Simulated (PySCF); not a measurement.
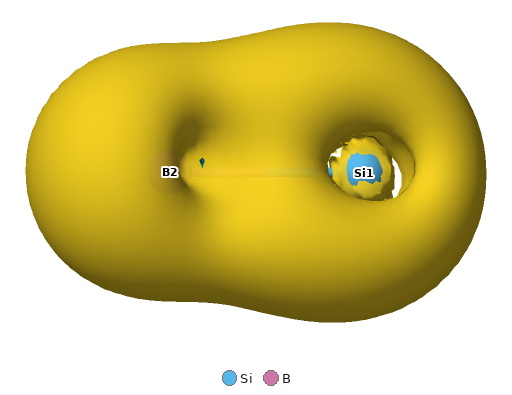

SiB (charge +1, triplet). Isosurfaces of the spin density at +0.03 (yellow) and −0.03 e/Å³ (cyan), seen from one side.

All numbers below come from PBE0/def2-TZVP, non-relativistic Hamiltonian with scalar-relativistic core potentials where named, at a bond length of 2.099 Å (PySCF 2.14.0).

**Which atoms carry the spin?**

The unpaired spin (2 electrons) lies mostly on B2 (about 1.1) and Si1 (about 0.9), in electrons by Hirshfeld's partition.
